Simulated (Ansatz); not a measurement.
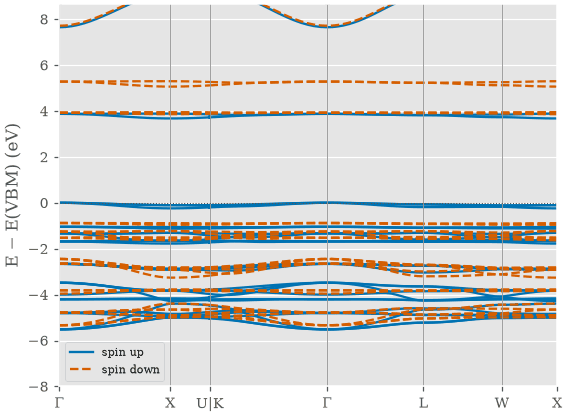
*Band structure from r²SCAN (plane waves, PAW; program Ansatz)*

### Question
Read off the gap and where the band edges lie.

### Answer
About 3.7 eV (3.67 eV by a search for the band edges); maximum at Γ, minimum at X.

### Question
Which of these materials gives this?
(A) Rb2YAgF6, Fm-3m (Rb on 8c, Y on 4b, Ag on 4a, F on 24e)
(B) Rb2NaSbF6, Fm-3m (Rb on 8c, Na on 4b, Sb on 4a, F on 24e)
(C) SrTe, rock salt
(D) Cs2MnF6, Fm-3m (Cs on 8c, Mn on 4a, F on 24e)

### Answer
D, Cs2MnF6, Fm-3m (Cs on 8c, Mn on 4a, F on 24e)

The first step of the workflow began from a Materials Project structure, measured or hypothetical; the Crystallography Open Database copy checked does not list it. Whether it is the stable phase at ambient conditions was not checked. Symmetry was held in the r²SCAN relaxation; whether a distortion lowers the energy is not shown. The final state is ferromagnetic, chosen from 3 collinear starts compared on coarse meshes (ties went to the first, and starts can fall back to one state), not a proven ground state. Other orbital occupations within this spin state were not tried. No Hubbard U is applied. Scalar-relativistic: spin–orbit coupling is off unless named, which matters more the heavier the elements.

Potentials: the later of the program's two PAW sets.
